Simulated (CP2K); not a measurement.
**GFN2-xTB run of CH3BClFO (SMILES BC(O)(F)Cl)**

What is the vertical ionisation energy of CH3BClFO at GFN2-xTB? 

Program for the calculation: CP2K 2026.2.

2 further runs of the same task are left out: 2 set aside as unsound or not needed.

### 1 The structure to begin with

CH3BClFO: 8 atoms, total charge 0, spin state singlet. SMILES: `BC(O)(F)Cl`. The shape is that of a PBE0-D4/def2-TZVP optimisation. This is one conformer, not always the lowest.

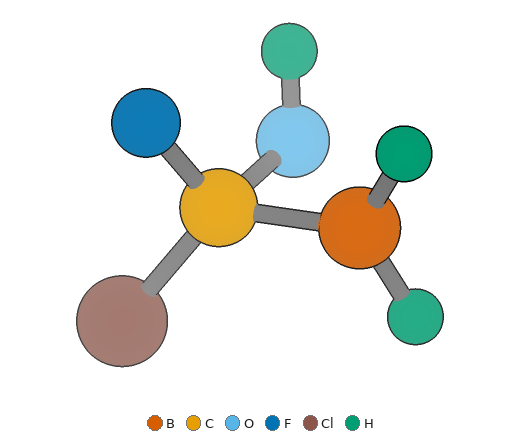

Viewed from a chosen angle; boron orange, carbon amber, oxygen blue, fluorine blue, chlorine brown, hydrogen teal.

### 2 A single-point energy at GFN2-xTB

Contents of molecule.xyz:

```xyz
8

B     -0.496700     0.835900     0.196700
C      0.656000    -0.125700    -0.169000
O     -0.573100    -0.892300    -0.337200
F      1.403700    -0.711800     0.783800
Cl     1.548100    -0.091800    -1.664700
H     -0.796500     0.892200     1.348900
H     -0.991600     1.504400    -0.650000
H     -0.657600    -1.468100     0.435900
```

Contents of qs.inp:

```
&GLOBAL
   PROJECT qs
   RUN_TYPE ENERGY
   PRINT_LEVEL MEDIUM
&END GLOBAL

&FORCE_EVAL
   METHOD Quickstep
   &DFT
      &QS
         METHOD XTB
         EPS_DEFAULT 1.0E-10
         &XTB
            GFN_TYPE TBLITE
            &TBLITE
               METHOD GFN2
            &END TBLITE
            CHECK_ATOMIC_CHARGES F
         &END XTB
      &END QS
      ! isolated system
      &POISSON
         PERIODIC NONE
         POISSON_SOLVER ANALYTIC
      &END POISSON
      ! self-consistent field
      &SCF
         SCF_GUESS ATOMIC
         EPS_SCF 1.0E-07
         MAX_SCF 150
         ADDED_MOS 2
         &DIAGONALIZATION
            ALGORITHM STANDARD
         &END DIAGONALIZATION
         &MIXING
            METHOD DIRECT_P_MIXING
            ALPHA 0.4
         &END MIXING
         &SMEAR ON
            METHOD FERMI_DIRAC
            ELECTRONIC_TEMPERATURE [K] 300
         &END SMEAR
      &END SCF
      &PRINT
         &MOMENTS
            PERIODIC F
            REFERENCE COM
            MAX_MOMENT 1
         &END MOMENTS
         &MO ON
            ENERGIES T
            OCCUPATION_NUMBERS T
            NDIGITS 6
            &EACH
               QS_SCF 0
            &END EACH
            ADD_LAST NUMERIC
         &END MO
         &HIRSHFELD OFF
         &END HIRSHFELD
      &END PRINT
   &END DFT
   ! structure
   &SUBSYS
      ! box in angstrom
      &CELL
         ABC 12.5 13 13
         PERIODIC NONE
      &END CELL
      &TOPOLOGY
         COORD_FILE_NAME molecule.xyz
         COORD_FILE_FORMAT XYZ
         &CENTER_COORDINATES
         &END CENTER_COORDINATES
      &END TOPOLOGY
   &END SUBSYS
&END FORCE_EVAL
```

Launch:

```sh
$ OMP_NUM_THREADS=1 cp2k.psmp -i qs.inp -o qs.out
```

What it wrote, shortened:

```text
CP2K| version string:                                       CP2K version 2026.2
[...]
 GLOBAL| Method name                                                        CP2K
[...]
 GLOBAL| Run type                                                         ENERGY
[...]
                             - Atoms:                                          8
[...]
                             - Spherical basis functions:                     28
[...]
 Number of electrons:                                                         30
[...]
  *** SCF run converged in    18 steps ***
[...]
  Fermi energy:                                                -0.23576089129865
[...]
 TB_DIPOLE| Moment [Debye]         -1.83957883      -0.08935589       1.27036598
 TB_DIPOLE| Derivative [a.u.]       0.00000000       0.00000000       0.00000000
[...]
 ENERGY| Total FORCE_EVAL ( QS ) energy [hartree]            -18.235237485268950
[...]
```

It took 0.97 s on 1 thread of Intel Xeon 6975P-C (Granite Rapids), shared host; peak memory 0.18 GiB.

### 3 The doublet cation

molecule.xyz is that of step 2.

Contents of run.inp:

```
&GLOBAL
 PROJECT run
 RUN_TYPE ENERGY
 PRINT_LEVEL MEDIUM
&END GLOBAL

&FORCE_EVAL
 METHOD QUICKSTEP
 &DFT
  CHARGE 1
  MULTIPLICITY 2
  UNRESTRICTED_KOHN_SHAM T
  ! Quickstep
  &QS
   METHOD XTB
   EPS_DEFAULT 1.0E-10
   &XTB
    GFN_TYPE TBLITE
    &TBLITE
     METHOD GFN2
    &END TBLITE
    CHECK_ATOMIC_CHARGES F
   &END XTB
  &END QS
  &POISSON
   PERIODIC NONE
   POISSON_SOLVER ANALYTIC
  &END POISSON
  &SCF
   SCF_GUESS ATOMIC
   EPS_SCF 1.0E-07
   MAX_SCF 150
   ADDED_MOS 8
   &DIAGONALIZATION
    ALGORITHM STANDARD
   &END DIAGONALIZATION
   &MIXING
    METHOD DIRECT_P_MIXING
    ALPHA 0.4
   &END MIXING
   &SMEAR ON
    METHOD FERMI_DIRAC
    ELECTRONIC_TEMPERATURE [K] 300
   &END SMEAR
  &END SCF
  ! extra output
  &PRINT
   &MOMENTS
    PERIODIC F
    REFERENCE COM
    MAX_MOMENT 1
   &END MOMENTS
   &MO ON
    ENERGIES T
    OCCUPATION_NUMBERS T
    NDIGITS 6
    &EACH
     QS_SCF 0
    &END EACH
    ADD_LAST NUMERIC
   &END MO
   &HIRSHFELD OFF
   &END HIRSHFELD
  &END PRINT
 &END DFT
 ! structure
 &SUBSYS
  ! vacuum box
  &CELL
   ABC 12.5 13 13
   PERIODIC NONE
  &END CELL
  &TOPOLOGY
   COORD_FILE_NAME molecule.xyz
   COORD_FILE_FORMAT XYZ
   &CENTER_COORDINATES
   &END CENTER_COORDINATES
  &END TOPOLOGY
 &END SUBSYS
&END FORCE_EVAL
```

Launch:

```sh
$ OMP_NUM_THREADS=1 cp2k.psmp -i run.inp -o run.out
```

What it wrote, shortened:

```text
CP2K| version string:                                       CP2K version 2026.2
[...]
 GLOBAL| Method name                                                        CP2K
[...]
 GLOBAL| Run type                                                         ENERGY
[...]
                             - Atoms:                                          8
[...]
                             - Spherical basis functions:                     28
[...]
 Number of electrons:                                                         15
[...]
  *** SCF run converged in    27 steps ***
[...]
  Fermi energy:                                                -0.66542068649986
[...]
 TB_DIPOLE| Moment [Debye]         -3.31882703       1.44278237       1.55837015
 TB_DIPOLE| Derivative [a.u.]       0.00000000       0.00000000       0.00000000
[...]
 ENERGY| Total FORCE_EVAL ( QS ) energy [hartree]            -17.692015606834918
[...]
```

Run time: 1.1 s. Hardware: 1 thread of Intel Xeon 6975P-C (Granite Rapids), shared host; peak memory 0.19 GiB.

### 4 Summary of results

Level: GFN2-xTB.

| quantity | value |
| --- | --- |
| singlet CH3BClFO: total energy | -18.23524 Eh |
| singlet CH3BClFO: dipole moment (from atomic charges alone) | 2.24 D |
| singlet CH3BClFO: HOMO energy | -11.52 eV |
| singlet CH3BClFO: LUMO energy | -5.52 eV |
| singlet CH3BClFO: HOMO–LUMO gap | 6.00 eV |
| doublet cation: total energy | -17.69202 Eh |
| doublet cation: HOMO energy (highest over α and β) | -18.19 eV |
| doublet cation: LUMO energy (lowest over α and β) | -18.03 eV |
| vertical ionisation energy (to the doublet cation) | 14.782 eV |

What this shows: The vertical ionisation energy comes to 14.78 eV (1426 kJ/mol). No empirical shift is applied, and without it xTB methods put this difference several eV too high. The dipole (singlet CH3BClFO) comes from point charges on the atoms alone, without atomic dipoles, so it is partial.
